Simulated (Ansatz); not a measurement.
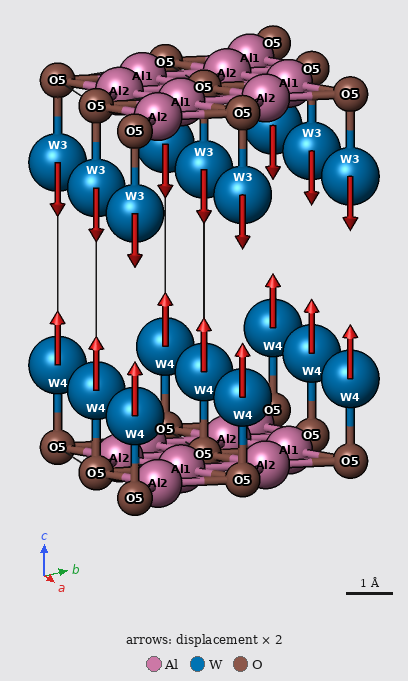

This is a relaxation of crystalline Al2W2O (a generated structure, set up in P6/mmm) (coarse preliminary run). The starting structure is drawn; red arrows show the displacements (the part carried along by the change of the cell is left out), magnified 2 times.

A ball-and-stick model of the cell of the calculation, repeated 2 × 2 × 1 with one cell outlined, seen slightly off an axis.

All numbers below come from DFT PBE, scalar-relativistic, plane waves, PAW (Ansatz 0.2.0). Set-up: plane-wave cutoff 420 eV; k-point mesh 6 × 6 × 2; occupations gaussian; smearing width 0.1 eV; no spin polarisation; cell and atoms relaxed; force threshold 0.04 eV/Å; at most 70 steps.

> What happened in the run?

Over 16 accepted moves (19 points after the start) the energy falls by 2257 meV per atom. Largest force component: 6.3 eV/Å at the start, 0.012 eV/Å at the end. The pressure goes from 73.34 to 0.07 GPa. The line search rejected the trial step at point 9 of the run. At 2 points the geometry stayed and the basis and grid were re-selected for the new cell (energy shift of 91.2 meV per atom at most each time). The largest moves relative to the cell, 0.61 Å, are those of W3 and W4. W3 goes along −c. Al and O stay in place. The drawn cell changes as follows: a = b 3.300 → 4.282 Å (+29.7 %), c 8.105 → 6.257 Å (−22.8 %); the volume changes by +29.9 %. Near-neighbour distances that change, for instance: W3–W4 4.477 → 2.236 Å, Al1–Al2 1.905 → 2.472 Å, Al1–O5 1.905 → 2.472 Å, Al1–W3 2.631 → 3.186 Å. The space group stays P6/mmm (No. 191).

Limits of the set-up: the k-point mesh is coarse for a cell with partly filled bands.
